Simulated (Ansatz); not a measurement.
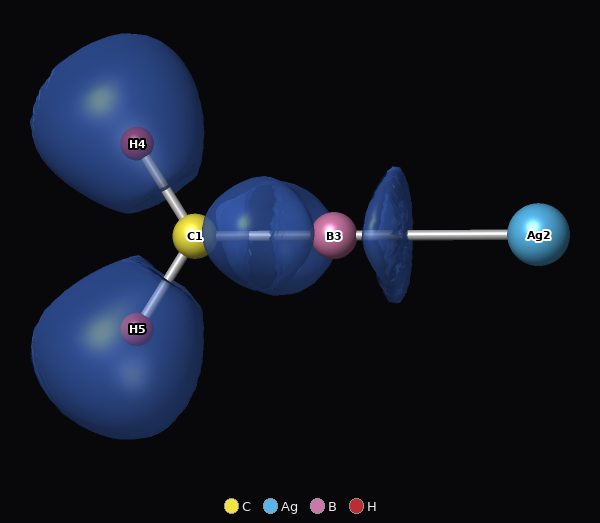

Figure 1: CH₂AgB (SMILES C=[B][Ag]). Isosurface of the ELF at 0.8 (blue), seen across its widest extent. Only the valence region is drawn (cores and ρ < 0.01 e/Å³ removed).

Geometry: PBE0-D3(BJ)/def2-SVP; core potentials replace the inner electrons of Ag.

Theory: Ansatz, isolated molecule in a Gaussian basis; Kohn-Sham density functional theory, functional PBE0.

Input

```
crystal:
  periodic: [false, false, false]
  atoms:
    - symbol: C
      position_ang: [-0.246420, -0.927914, -0.331002]
    - symbol: Ag
      position_ang: [1.157066, 0.194540, 2.620180]
    - symbol: B
      position_ang: [0.321048, -0.474118, 0.862233]
    - symbol: H
      position_ang: [-1.287106, -0.714527, -0.600033]
    - symbol: H
      position_ang: [0.320441, -1.520141, -1.058236]
basis:
  gaussian:
    orbitals: def2-TZVPD
output:
  forces: true
  orbitals: {seedname: orbitals}
hamiltonian:
  xc: pbe0
```

Command:

```sh
ansatz run input.yaml --threads 1 --pin off --max-ram 2610MiB --events-out events.jsonl --progress --plain --runs-dir runs
```

Q: What do the ELF domains correspond to?

A: At this value the surface marks out one region between bonded B–C atoms (shared pairs), two regions around hydrogen nuclei and one lobe of the valence shell of B pointing towards Ag (polar bonds).

Values along the shortest contacts:
C–B (1.40 Å): the ELF peaks at about 0.95 between the atoms: a covalent bond. Ag–B (2.06 Å): the ELF peaks at about 0.85 in the valence shell of B, 0.7 Å from its nucleus, and is about 0.30 at the midpoint.
